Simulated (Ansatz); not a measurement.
F2H2Si2

The calculation's input:

```
crystal:
  periodic: [false, false, false]
  atoms:
    - {symbol: F, position_ang: [-1.587454, 0.576239, 2.591493]}
    - {symbol: F, position_ang: [-0.666985, -1.273321, 4.067139]}
    - {symbol: Si, position_ang: [-0.517726, -0.619813, 2.609182]}
    - {symbol: Si, position_ang: [0.013466, -1.831867, 0.761541]}
    - {symbol: H, position_ang: [0.465071, -0.695767, -0.116610]}
    - {symbol: H, position_ang: [1.317330, -2.402427, 1.251691]}
basis:
  gaussian:
    orbitals: def2-TZVPD
output: {forces: true, orbitals: {seedname: orbitals}}
hamiltonian:
  xc: {name: PBE0}
```

Run with:

```sh
ansatz run input.yaml --threads 1 --pin off --max-ram 2610MiB --events-out events.jsonl --progress --plain --runs-dir runs
```

Geometry: B3LYP/6-31G*.

Method: isolated molecule in a Gaussian basis; Kohn-Sham density functional theory, functional PBE0 in Ansatz.

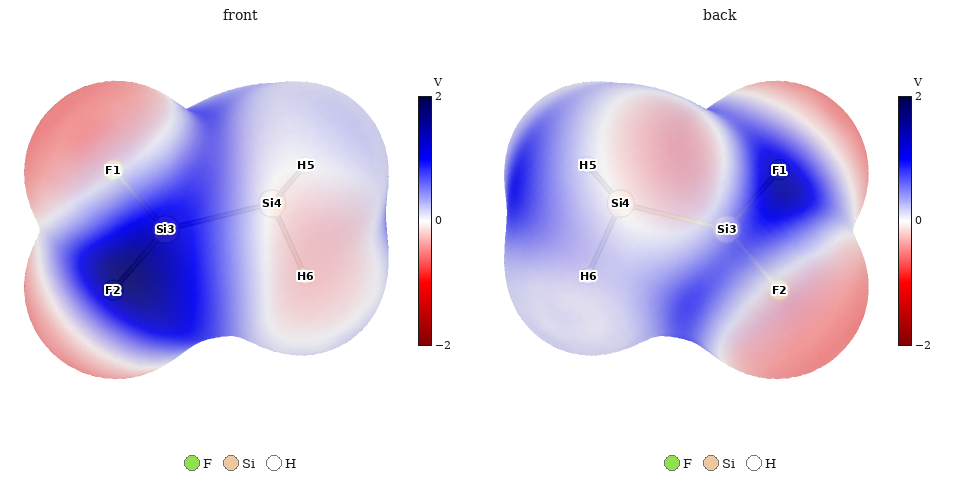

Figure 1. The molecular electrostatic potential painted on the density surface at 0.001 e/bohr³, seen from the front and from behind; the colour scale runs from red (negative) to blue (positive).

### Where is the surface potential most negative and most positive?

The most negative region (about −0.4 V, or −9 kcal/mol for a unit charge) lies over F1 and F2, the most positive (about +1.7 V, or +39 kcal/mol for a unit charge) over Si3.

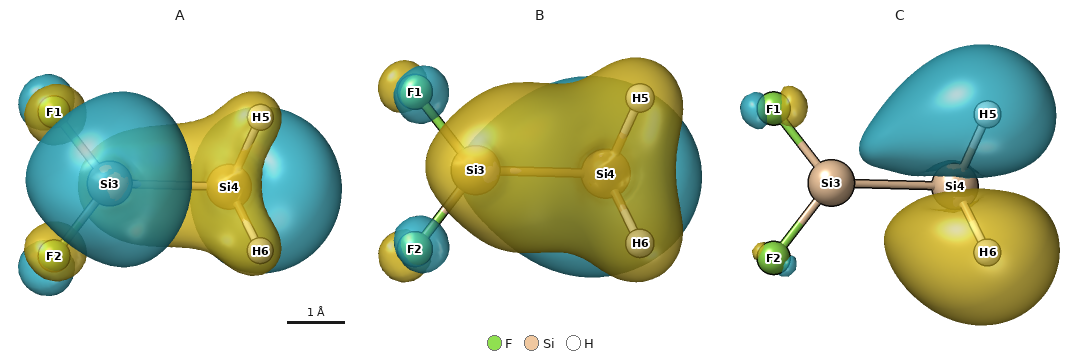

Figure 2. Three frontier orbitals at ±0.08 Å⁻³ᐟ² (yellow and cyan are the two phases), in no order.

### Which picture is the HOMO−1, the HOMO and the LUMO?

C is the HOMO−1 (−9.89 eV). It lies mainly on Si4 (about 45 %), H5 (about 25 %) and H6 (about 25 %). B is the HOMO (−6.81 eV). Its weight (Hirshfeld) is mainly on Si4 (about 60 %) and Si3 (about 25 %). A is the LUMO (−2.81 eV). It lies mainly on Si3 (about 50 %) and Si4 (about 35 %).

### What is the HOMO–LUMO gap?

4.00 eV between the orbital energies.

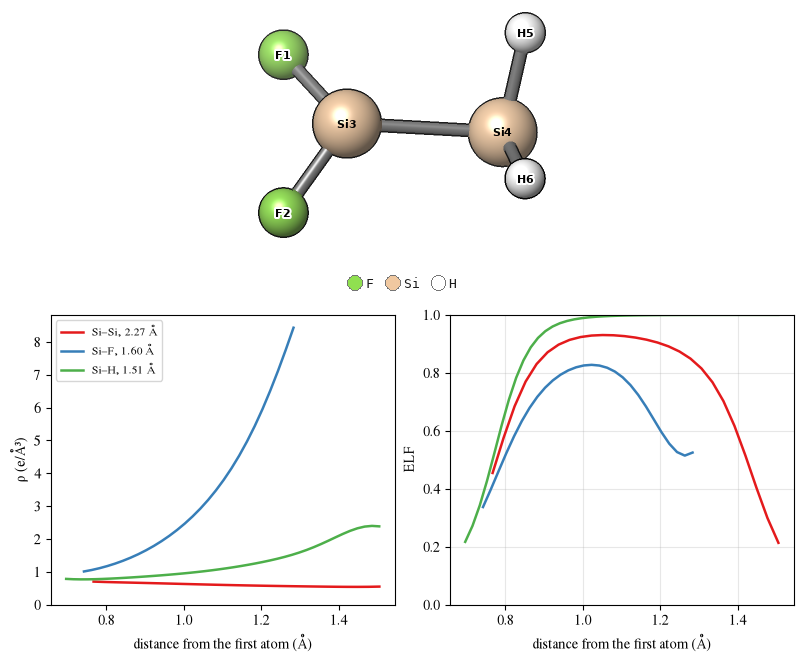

Figure 3. Total electron density and electron localisation function along straight lines between neighbouring atoms. The curves leave out the atomic cores. The structure is drawn too.

### Compare the contacts.

Si–Si (2.27 Å): the density is about 0.59 e/Å³ at the midpoint; the ELF peaks at about 0.95 between the atoms, as expected for a covalent bond.
Si–F (1.60 Å): ρ is about 1.2 e/Å³ halfway; the ELF peaks at about 0.85 in the valence shell of F, 0.6 Å from its nucleus, and is about 0.50 at the midpoint.
Si–H (1.51 Å): the density is about 0.77 e/Å³ at the midpoint; the ELF climbs to about 1 towards the hydrogen, as it does in any bond to H.

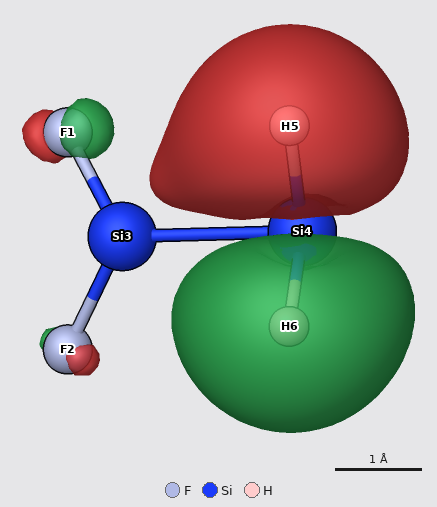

Figure 4. The HOMO−1 at ±0.08 Å⁻³ᐟ² (green and red are the two phases), seen at an oblique angle.

### What is the character of this orbital?

By Hirshfeld shares it lies mainly on Si4 (about 45 %), H5 (about 25 %) and H6 (about 25 %). Its energy is −9.89 eV.
